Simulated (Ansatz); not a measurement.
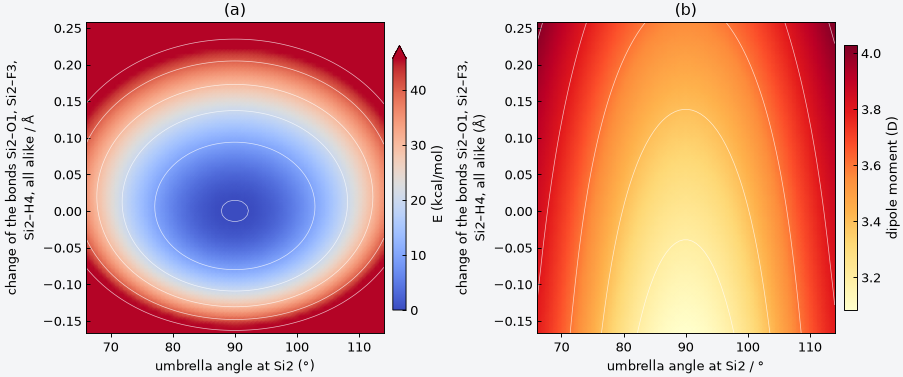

FHOSi, SMILES O=[SiH]F. Coordinates scanned: (1) umbrella angle at Si2 (between each of its bonds and their common axis; 90 is planar); (2) change of the bonds Si2–O1, Si2–F3, Si2–H4, all alike. Nothing is relaxed (all other coordinates rigid). The grid has 15 × 15 points; 120 points were computed and 105 follow by symmetry. Points are written as (first, second). Energies are in kcal/mol, from the lowest grid point. These are results of RKS PBE0-D4/def2-TZVP (Ansatz 0.2.0), not measurements.

Panel (a) is the energy and panel (b) the computed dipole moment on the same grid.

In the figure: a smooth colour map with a few white contour lines, one colour for all values above the top of the scale. Between grid points the surface is interpolated.

How does the dipole moment vary over the map, and what is it at the lowest grid point?

Leaving out the highest fifth of the energies, it runs from 3.08 D at (90.0°, −0.167 Å) to 3.95 D at (66.0°, 0.167 Å). At the lowest grid point, (90.0°, 0.015 Å), it is 3.26 D.
